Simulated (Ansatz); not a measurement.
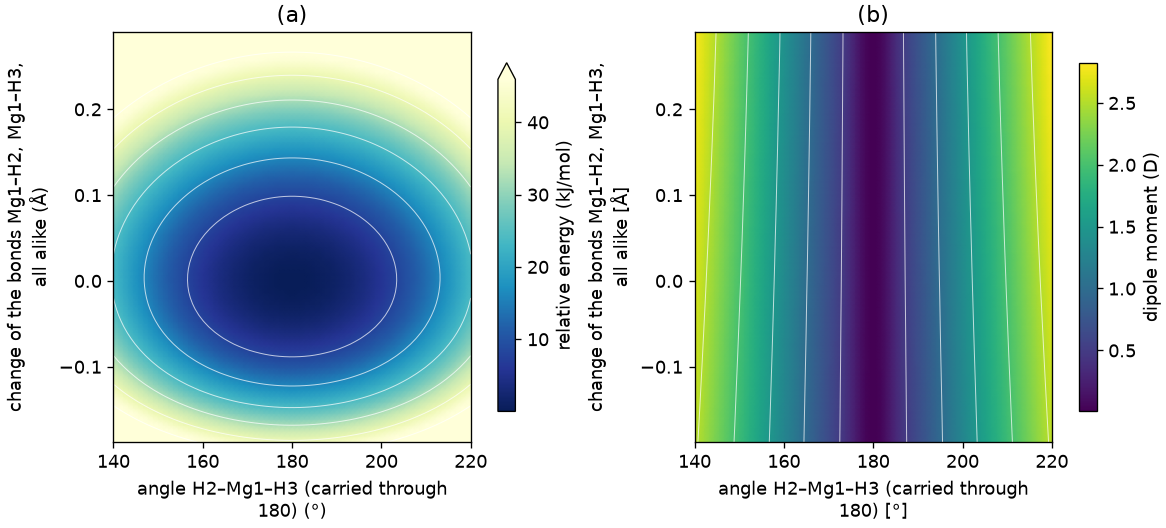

MgH2. The first coordinate is: angle H2–Mg1–H3 (carried through 180); the second: change of the bonds Mg1–H2, Mg1–H3, all alike. Nothing is relaxed (all other coordinates rigid). The grid has 15 × 15 points; 120 points were computed and 105 follow by symmetry. Points are written as (first, second). Energies: kJ/mol, counted from the relaxed molecule at the same level. Level of theory: Ansatz 0.2.0, RKS r2SCAN-D4/def2-TZVP.

Panel (a) is the energy; panel (b) is the computed dipole moment, in D.

The picture shows a smooth colour map with a few white contour lines, one colour for all values above the top of the scale. Between grid points the surface is interpolated.

How does the dipole moment vary over the map, and what is it at the lowest grid point?

Leaving out the highest fifth of the energies, it runs from 0.00 D at (180.0°, −0.188 Å) to 2.76 D at (140.0°, 0.154 Å). At the lowest grid point, (180.0°, −0.017 Å), it is 0.00 D.
